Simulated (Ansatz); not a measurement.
InH₃: several calculations on one system

Part 1: Relaxation

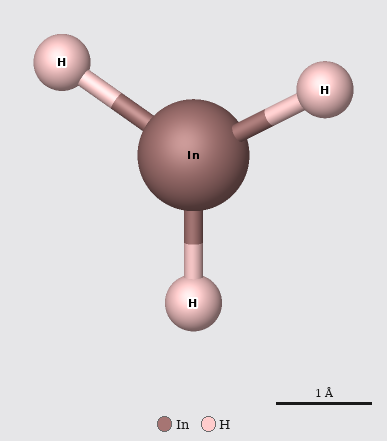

InH$_{3}$, before the constrained relaxation. A ball-and-stick model, seen at a tilt.

All numbers below come from RKS PBE0-D4/def2-TZVP in Ansatz 0.2.0.

The input:
```yaml
crystal:
  periodic: [false, false, false]
  atoms:
    - {symbol: In, position_ang: [0.013866, -0.015080, -0.005056]}
    - {symbol: H, position_ang: [0.388431, 1.412952, 0.632196]}
    - {symbol: H, position_ang: [-1.095589, -0.107258, -1.321445]}
    - {symbol: H, position_ang: [0.721766, -1.453951, 0.628025]}
basis:
  gaussian: {orbitals: def2-TZVP}
hamiltonian: {xc: pbe0, dispersion: d4}
relax: {f_tol: 0.005, max_steps: 200, constraints: [{distance: [0, 1]}]}
```

Run as
```bash
ansatz run in.yaml --threads 2 --pin off --events-out ev --progress --plain --max-ram 4352MiB
```

### Predict the outcome.

After 2 geometry steps the energy has fallen by 0.002 eV. Largest force component: 0.055 eV/Å at the start, 0.0028 eV/Å at the end. The largest moves after the best rigid fit, 0.025 Å, are those of H3 and H4. Largest moves by element: H 0.025 Å, In 0.018 Å. Among the angles between lasting bonds that change: H3–In1–H4 120.0° → 117.4°. The run took 3.4 s on 2 threads of Arm Neoverse V2 (shared host).

Final geometry:

```xyz
4

In    0.0180    0.0006    0.0019
H     0.3925    1.4286    0.6392
H    -1.0887   -0.1311   -1.3167
H     0.7067   -1.4615    0.6093
```

Part 2: Relaxation

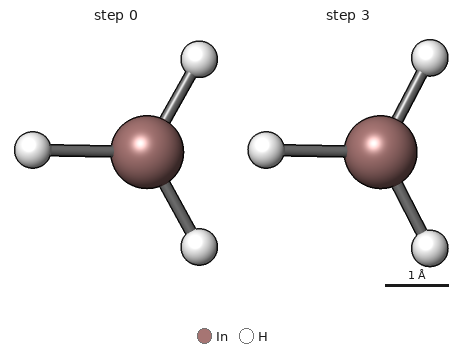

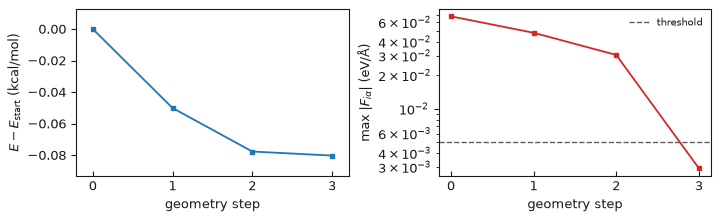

First and last geometry of a constrained relaxation of InH3, with the history of the run. Style: ball-and-stick. Shown from a free direction.

Method: Ansatz 0.2.0, RKS PBE0-D4/def2-TZVP. (held fixed: the distance between atoms 1 (In) and 2 (H), counting from 1; force threshold 0.005 eV/Å; at most 200 steps)

### What do the curves and the structures tell?

It converged. After 3 geometry steps the energy has fallen by 0.08 kcal/mol. The largest force component goes from 0.068 to 0.0029 eV/Å. The largest moves after the best rigid fit, 0.033 Å, are those of H atoms. By element the largest moves are H 0.033 Å, In 0.023 Å. Bond angles that change, for instance: H–In–H 120.0° → 123.5°. The run took 4 s on 2 threads of Arm Neoverse V2, with other jobs on the host.

| step | E − E(0), kcal/mol | largest force component, eV/Å |
| --- | --- | --- |
| 0 | 0.00 | 0.0677 |
| 1 | -0.05 | 0.0482 |
| 2 | -0.08 | 0.0305 |
| 3 | -0.08 | 0.0029 |

Part 3: Scan

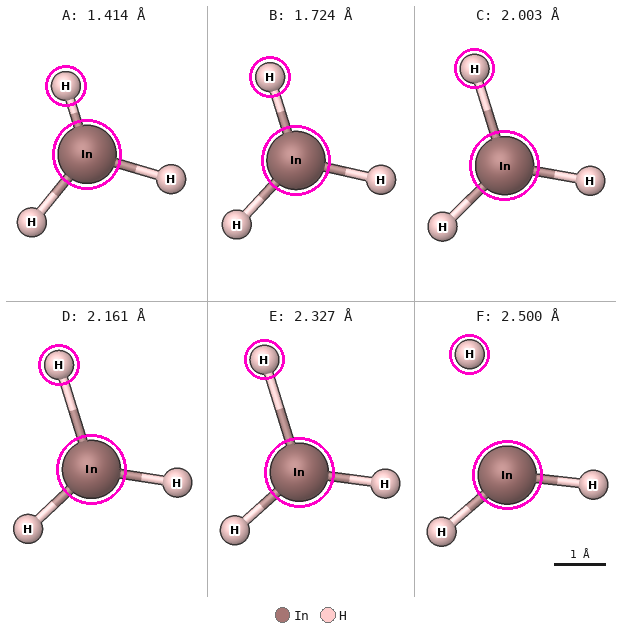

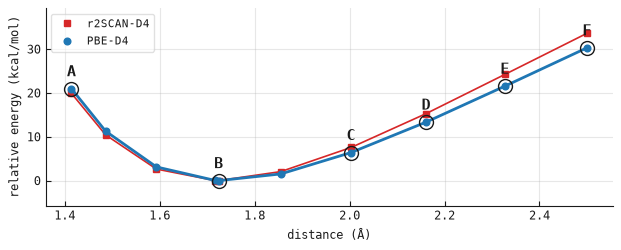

InH3: one In–H bond length is varied, with all other coordinates relaxed. The lettered frames are marked on the plot, at the values of PBE-D4. The picture is a ball-and-stick view, seen face on. The ringed atoms are those of the scanned coordinate.

Single-point energies from Ansatz with PBE-D4, r2SCAN-D4 in the def2-TZVPP basis, on geometries relaxed under the constraint at PBE0-D4/def2-TZVP. Elements past krypton carry the basis set's effective core potentials. Energies are counted from the PBE0-D4/def2-TZVP minimum geometry at the same level.

> Read off the main features of the energy profile.

With PBE-D4: of the computed points the lowest is at the distance 1.724 Å, 0.0 kcal/mol. At the ends of the scan the energy is 21.0 kcal/mol (1.414 Å) and 30.3 kcal/mol (2.500 Å). The curvature at the lowest point is about 12 eV/Å² (1.9 mdyn/Å). The well is steeper on the short side, as for any bond. At 2.500 Å the levels give PBE-D4 30.3 kcal/mol, r2SCAN-D4 33.6 kcal/mol.

Part 4: Scan

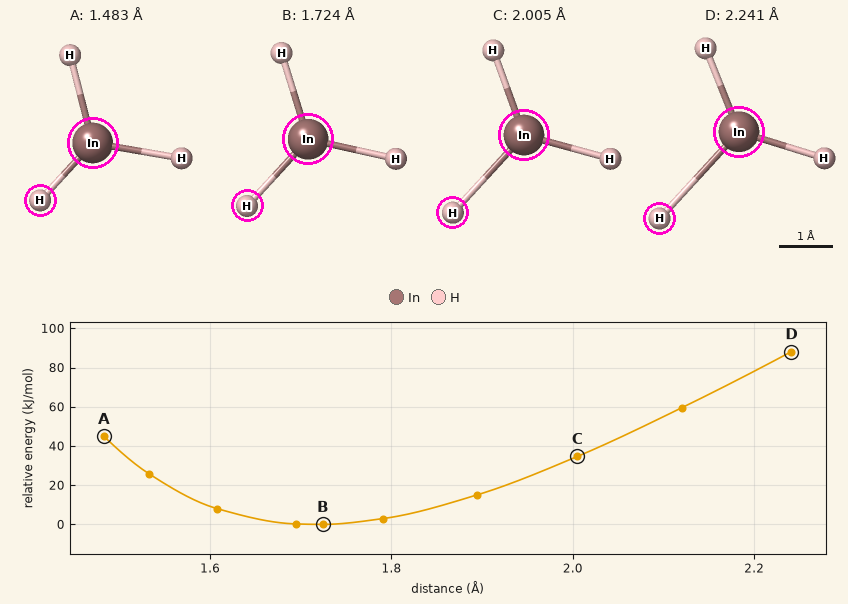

InH3: one In–H bond length is varied, with all other coordinates relaxed. The lettered frames are marked on the plot. A ball-and-stick model, seen at a tilt. The ringed atoms are those of the scanned coordinate.

Single-point energies from Ansatz with wB97M-V in the def2-TZVPP basis, on geometries relaxed under the constraint at PBE0-D4/def2-TZVP. Elements past krypton carry the basis set's effective core potentials. Energies are counted from the PBE0-D4/def2-TZVP minimum geometry at the same level.

What does the scan show?

Answer. The lowest computed point lies at the distance 1.724 Å (0.0 kJ/mol). At the ends of the scan the energy is 44.9 kJ/mol (1.483 Å) and 88.1 kJ/mol (2.241 Å). The curvature at the lowest point is about 12 eV/Å² (2 mdyn/Å). The well is steeper on the short side, as for any bond.

The computed points:

```csv
distance (Å),relative energy (kJ/mol)
1.483,44.9
1.533,25.7
1.608,8.0
1.695,0.2
1.724,0.0
1.791,3.0
1.894,15.0
2.005,34.7
2.120,59.5
2.241,88.1
```
